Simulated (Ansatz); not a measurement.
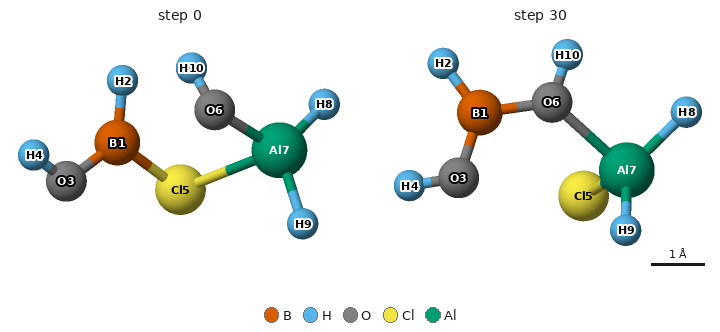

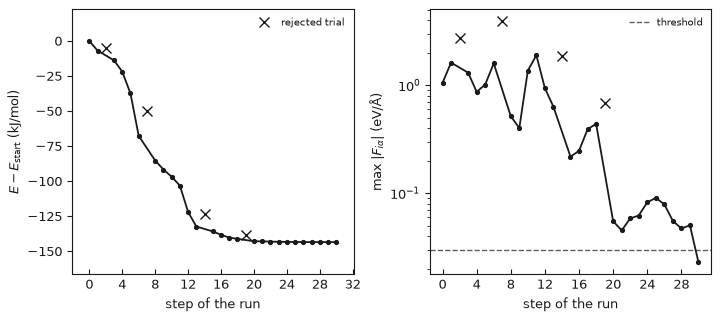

First and last geometry of a relaxation of AlBH5O2Cl, with the history of the run. Style: ball-and-stick. Shown at a tilt.

The run prepares an end point of a later path (reaction) calculation, from a guessed geometry.

Computed with RKS r2SCAN-D4/def2-SVP in Ansatz. Set-up: no spin polarisation; force threshold 0.03 eV/Å; at most 50 steps.

Did the run converge, and what did it change?

It converged. Cl5 moves most after the best rigid fit: 1.01 Å. By element the largest moves are Cl 1.01 Å, B 0.99 Å, H 0.96 Å, O 0.91 Å, Al 0.60 Å. Among the contacts that change: B1–Cl5 1.818 → 3.494 Å, B1–O6 2.599 → 1.403 Å, Cl5–Al7 2.689 → 2.156 Å, O6–Al7 1.748 → 2.021 Å. New bonds form, among them: B1–O6 (2.60 → 1.40 Å). Bonds break, among them: B1–Cl5 (1.82 → 3.49 Å). Bond angles that change, for instance: O6–Al7–H8 119.1° → 93.7°, Cl5–Al7–H8 97.3° → 114.3°, Cl5–Al7–H9 100.2° → 116.2°. After 26 accepted moves (30 points after the start) the energy has fallen by 143.5 kJ/mol. Largest force component: 1.1 eV/Å at the start, 0.023 eV/Å at the end. The line search rejected the trial steps at points 2, 7, 14, 19 of the run. The run took 69 s on 4 threads of Arm Neoverse V2 (shared host), peak memory 0.18 GiB.
